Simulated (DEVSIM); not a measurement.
Device: abrupt GaAs n-p junction, at 300 K.

| layer (left to right) | material | thickness (μm) | Nd (cm⁻³) | Na (cm⁻³) | τn (s) | τp (s) |
|---|---|---|---|---|---|---|
| 1 | GaAs | 2.60 | 6.9e13 | - | 1.7e-9 | 1.7e-9 |
| 2 | GaAs | 280 | - | 2.7e15 | 1.7e-9 | 1.7e-9 |

Left contact: ohmic. Right contact: ohmic. Voltage is applied to the left contact. Recombination: SRH at mid-gap, radiative, Auger. Mobility is μmin + (μ − μmin)/(1 + (N/Nref)^α).

The device is made up for the run: typed textbook-type constants, with dimensions and the other settings drawn at random. Values at 300 K.

```
parameter        GaAs
-------------  ------
gap (eV)        1.424
affinity (eV)    4.07
permittivity     12.9
Nc (cm⁻³)      4.7e17
Nv (cm⁻³)        9e18
μn (cm²/Vs)      8500
μp (cm²/Vs)       400
μn,min            500
μp,min             20
Nref,n           6e16
Nref,p         1.5e17
αn               0.39
αp               0.38
B (cm³/s)       2e-10
Cn (cm⁶/s)      1e-30
Cp (cm⁶/s)      1e-30
```

Model (solved in DEVSIM): 1D drift-diffusion, Boltzmann statistics, complete ionisation; no tunnelling, impact ionisation, image-force lowering or self-heating.

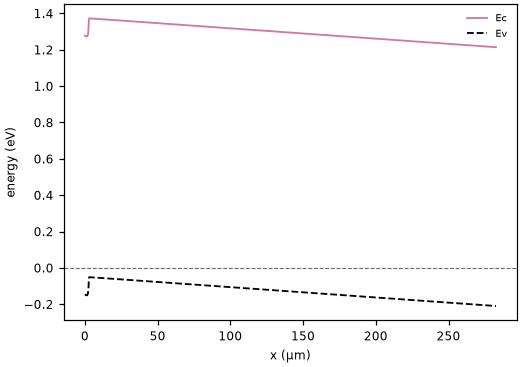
Fig. 1. Band edges at -1.05 V on the left contact

Energies count from the Fermi level of the right contact; mesh points crowd at the junctions.

| x (μm) | Ec (eV) | Ev (eV) | n (cm⁻³) | p (cm⁻³) | field (V/cm) |
|---|---|---|---|---|---|
| 0.000 | 1.278 | -0.146 | 6.9e13 | < 1e2 | -60 |
| 0.04769 | 1.278 | -0.146 | 7.0e13 | 9.1e11 | -60 |
| 0.1883 | 1.277 | -0.147 | 7.2e13 | 3.6e12 | -59 |
| 0.6287 | 1.275 | -0.149 | 7.8e13 | 1.2e13 | -49 |
| 1.980 | 1.282 | -0.142 | 5.8e13 | 6.5e13 | 340 |
| 2.406 | 1.311 | -0.113 | 1.8e13 | 2.4e14 | 1200 |
| 2.550 | 1.335 | -0.089 | 7.4e12 | 6.1e14 | 2100 |
| 2.611 | 1.350 | -0.074 | 4.2e12 | 1.1e15 | 2500 |
| 2.680 | 1.362 | -0.062 | 2.5e12 | 1.8e15 | 1200 |
| 2.890 | 1.372 | -0.052 | 1.7e12 | 2.6e15 | 110 |
| 3.521 | 1.373 | -0.051 | 1.4e12 | 2.7e15 | ≈ 0 |
| 6.856 | 1.371 | -0.053 | 8.1e11 | 2.7e15 | ≈ 0 |
| 15.46 | 1.366 | -0.058 | 1.8e11 | 2.7e15 | ≈ 0 |
| 41.36 | 1.351 | -0.073 | 2.0e9 | 2.7e15 | ≈ 0 |
| 163.7 | 1.282 | -0.142 | < 1e2 | 2.7e15 | ≈ 0 |
| 244.7 | 1.236 | -0.188 | < 1e2 | 2.7e15 | ≈ 0 |
| 270.0 | 1.221 | -0.203 | < 1e2 | 2.7e15 | ≈ 0 |
| 278.4 | 1.217 | -0.207 | < 1e2 | 2.7e15 | ≈ 0 |
| 281.7 | 1.215 | -0.209 | < 1e2 | 2.7e15 | ≈ 0 |
| 282.3 | 1.214 | -0.210 | < 1e2 | 2.7e15 | ≈ 0 |
| 282.5 | 1.214 | -0.210 | < 1e2 | 2.7e15 | ≈ 0 |
| 282.6 | 1.214 | -0.210 | < 1e2 | 2.7e15 | ≈ 0 |
